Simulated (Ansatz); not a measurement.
# Run report: CH₇AsSSi, geometry relaxation (part 2 of 2)

CH₇AsSSi, SMILES [SiH3][AsH]CS; RKS r2SCAN/def2-SVP (Ansatz 0.2.0). It belongs to a series of runs on one base structure; here: end point A relaxed.

### Trajectory as extended XYZ, continued
```
11
Properties=species:S:1:pos:R:3:forces:R:3 step=3 energy=-80688.82186
Si   -0.6682    1.8864    0.0225   -0.0497  -0.0158   0.0073
As   -0.4844   -0.2412    1.0808   -0.0273   0.0806  -0.0766
C     0.6901   -1.0389   -0.3323    0.1223  -0.0367   0.0819
S     0.9465   -2.8334   -0.1052    0.0444   0.1240   0.0771
H    -1.0127    1.7759   -1.4318    0.0009  -0.0067   0.0410
H     0.6489    2.5861    0.1352   -0.0148  -0.0091   0.0235
H    -1.7154    2.6989    0.7163    0.0359  -0.0136  -0.0251
H    -1.8111   -0.7252    0.4908    0.1218   0.0018  -0.0074
H     1.6565   -0.5019   -0.3235   -0.1138  -0.0748   0.0189
H     0.2576   -0.9211   -1.3353   -0.0537  -0.0280  -0.0289
H     1.5574   -2.7427    1.1033   -0.0660  -0.0216  -0.1116
11
Properties=species:S:1:pos:R:3:forces:R:3 step=4 energy=-80688.82526
Si   -0.6710    1.8898    0.0242   -0.0109  -0.0089  -0.0085
As   -0.4762   -0.2337    1.0797   -0.0325   0.0204  -0.0355
C     0.6911   -1.0404   -0.3314    0.0622  -0.0375   0.0175
S     0.9470   -2.8325   -0.1030   -0.0033   0.0823   0.0196
H    -1.0164    1.7764   -1.4280    0.0029  -0.0006   0.0126
H     0.6448    2.5902    0.1418   -0.0082   0.0022   0.0093
H    -1.7173    2.7022    0.7154    0.0092  -0.0070  -0.0022
H    -1.7889   -0.7286    0.4774    0.0383  -0.0012   0.0150
H     1.6548   -0.5054   -0.3298   -0.0167  -0.0272  -0.0026
H     0.2491   -0.9292   -1.3324   -0.0178  -0.0126   0.0093
H     1.5483   -2.7459    1.1069   -0.0231  -0.0100  -0.0347
11
Properties=species:S:1:pos:R:3:forces:R:3 step=5 energy=-80688.82670
Si   -0.6751    1.8943    0.0203    0.0061  -0.0064   0.0027
As   -0.4558   -0.2217    1.0809    0.0091   0.0005  -0.0045
C     0.7031   -1.0399   -0.3318   -0.0109   0.0159  -0.0048
S     0.9327   -2.8304   -0.1094   -0.0002  -0.0203   0.0130
H    -1.0155    1.7758   -1.4318   -0.0020   0.0024  -0.0020
H     0.6303    2.6120    0.1441   -0.0047   0.0045   0.0009
H    -1.7318    2.6909    0.7124   -0.0046   0.0014  -0.0027
H    -1.7659   -0.7338    0.4931    0.0028  -0.0032   0.0014
H     1.6719   -0.5166   -0.3365    0.0127   0.0020   0.0038
H     0.2542   -0.9253   -1.3292   -0.0040   0.0064  -0.0012
H     1.5175   -2.7624    1.1084   -0.0042  -0.0032  -0.0064
11
Properties=species:S:1:pos:R:3:forces:R:3 step=6 energy=-80688.82558 accepted=F
Si   -0.6732    1.8926    0.0188   -0.0622   0.0720  -0.0175
As   -0.4261   -0.2158    1.0877   -0.0106   0.0169   0.0053
C     0.7129   -1.0403   -0.3362    0.0076   0.0060   0.0592
S     0.9085   -2.8387   -0.1154   -0.0264   0.0306  -0.0740
H    -1.0176    1.7774   -1.4327    0.0414  -0.0384  -0.0168
H     0.6110    2.6462    0.1489    0.0116  -0.0172  -0.0071
H    -1.7532    2.6803    0.6855    0.0028  -0.0204   0.0486
H    -1.7428   -0.7384    0.5238    0.0064   0.0054  -0.0023
H     1.6916   -0.5348   -0.3324    0.0000  -0.0136  -0.0166
H     0.2620   -0.9003   -1.3300    0.0238  -0.0609   0.0077
H     1.4923   -2.7853    1.1026    0.0057   0.0195   0.0134
11
Properties=species:S:1:pos:R:3:forces:R:3 step=7 energy=-80688.82716
Si   -0.6767    1.8963    0.0186   -0.0027   0.0033  -0.0002
As   -0.4413   -0.2155    1.0835    0.0089  -0.0013   0.0009
C     0.7092   -1.0395   -0.3325   -0.0105   0.0174   0.0062
S     0.9186   -2.8334   -0.1128   -0.0025  -0.0104  -0.0053
H    -1.0146    1.7738   -1.4339    0.0029  -0.0016  -0.0019
H     0.6202    2.6290    0.1444   -0.0027   0.0021  -0.0010
H    -1.7437    2.6837    0.7060   -0.0013  -0.0020   0.0009
H    -1.7530   -0.7349    0.5062   -0.0006   0.0000   0.0004
H     1.6836   -0.5262   -0.3353    0.0047  -0.0038   0.0001
H     0.2597   -0.9162   -1.3287    0.0045  -0.0043  -0.0007
H     1.5033   -2.7743    1.1052   -0.0006   0.0006   0.0006
11
Properties=species:S:1:pos:R:3:forces:R:3 step=8 energy=-80688.82753
Si   -0.6802    1.8999    0.0151   -0.0041   0.0153   0.0015
As   -0.4153   -0.2034    1.0902    0.0089  -0.0035  -0.0001
C     0.7204   -1.0378   -0.3318   -0.0082   0.0147   0.0109
S     0.8936   -2.8376   -0.1226   -0.0003   0.0041  -0.0112
H    -1.0126    1.7660   -1.4378    0.0050  -0.0050  -0.0003
H     0.6010    2.6601    0.1413   -0.0057  -0.0048  -0.0019
H    -1.7648    2.6694    0.6960    0.0041  -0.0058   0.0003
H    -1.7305   -0.7331    0.5305   -0.0031   0.0023   0.0001
H     1.7050   -0.5436   -0.3305   -0.0096  -0.0094  -0.0024
H     0.2724   -0.8991   -1.3268    0.0118  -0.0098   0.0009
H     1.4762   -2.7978    1.0971    0.0013   0.0019   0.0021
11
Properties=species:S:1:pos:R:3:forces:R:3 step=9 energy=-80688.82761
Si   -0.6809    1.9008    0.0151    0.0002   0.0053  -0.0031
As   -0.4089   -0.2003    1.0931    0.0043  -0.0031   0.0016
C     0.7224   -1.0366   -0.3311   -0.0051   0.0090   0.0083
S     0.8876   -2.8377   -0.1272   -0.0003   0.0030  -0.0048
H    -1.0097    1.7580   -1.4377    0.0029   0.0011  -0.0006
H     0.5961    2.6679    0.1403   -0.0047  -0.0029  -0.0010
H    -1.7708    2.6661    0.6920    0.0033  -0.0045   0.0006
H    -1.7263   -0.7294    0.5379   -0.0007   0.0002   0.0003
H     1.7094   -0.5477   -0.3282   -0.0061  -0.0043  -0.0018
H     0.2766   -0.8941   -1.3265    0.0056  -0.0047   0.0004
H     1.4699   -2.8041    1.0929    0.0006   0.0009   0.0001
```

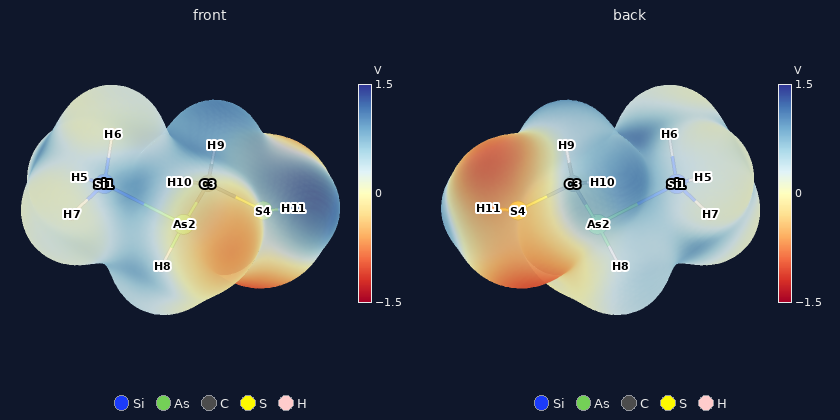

**Figure 1.** The molecular electrostatic potential painted on the density surface at 0.002 e/bohr³, seen at a tilt and from behind; the colour scale runs from red (negative) to blue (positive).

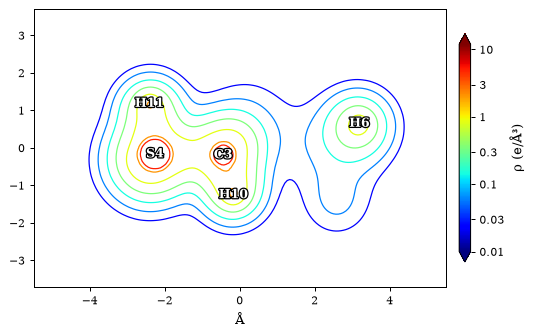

**Figure 2.** Electron density on the plane of atoms C3, S4 and H11. The section cuts through C, S and H sites. C–S (1.82 Å): ρ is about 1.2 e/Å³ halfway. S–H (1.35 Å): ρ is about 1.4 e/Å³ halfway.

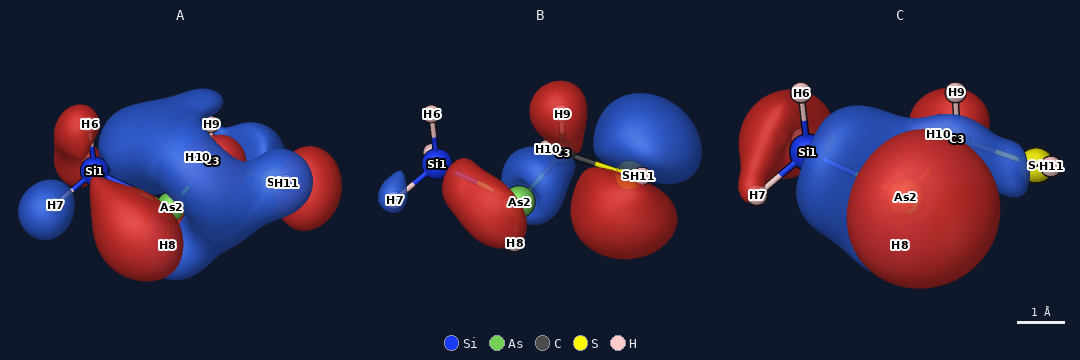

**Figure 3.** Three frontier orbitals at ±0.06 Å⁻³ᐟ² (blue and red are the two phases). C is the HOMO−1 (−6.50 eV). B is the HOMO (−5.78 eV). A is the LUMO (−0.86 eV). It lies mainly on As2 (35 %), S4 (20 %), C3 (15 %) and Si1 (15 %). The HOMO–LUMO gap is 4.92 eV between the orbital energies.

This output came from the following input.

### Input file
```yaml
crystal:
  periodic: [false, false, false]
  atoms:
    - { symbol: Si, position_ang: [-0.5878, 1.7851, 0.0528] }
    - { symbol: As, position_ang: [-0.4887, -0.246, 1.0772] }
    - { symbol: C, position_ang: [0.6107, -0.9913, -0.3687] }
    - { symbol: S, position_ang: [0.9154, -2.7685, -0.1041] }
    - { symbol: H, position_ang: [-0.9879, 1.6401, -1.3922] }
    - { symbol: H, position_ang: [0.6588, 2.5349, 0.1363] }
    - { symbol: H, position_ang: [-1.6465, 2.6364, 0.7082] }
    - { symbol: H, position_ang: [-1.7634, -0.7398, 0.4026] }
    - { symbol: H, position_ang: [1.6439, -0.4873, -0.2962] }
    - { symbol: H, position_ang: [0.1683, -0.8184, -1.318] }
    - { symbol: H, position_ang: [1.5426, -2.6023, 1.1228] }
basis:
  gaussian: { orbitals: def2-SVP }
hamiltonian:
  xc: r2scan
relax:
  f_tol: 0.015
  max_steps: 40
output:
  orbitals: {}
```

Launch command:
```bash
ansatz run input.yaml --threads 2 --pin off --max-ram 3072MiB --backend cpu --events-out ev --progress --plain --runs-dir out
```

### Results in brief

```csv
quantity,value
outcome,converged
total energy,−80688.8276 eV
mean-field energy,−80688.8276 eV
largest force (length of the vector) at the end,0.013 eV/Å
hardware,"2 threads of Arm Neoverse V2, 24 GiB of memory available, shared host"
wall time,41 s (CPU time 79 s)
peak memory,0.19 GiB
```
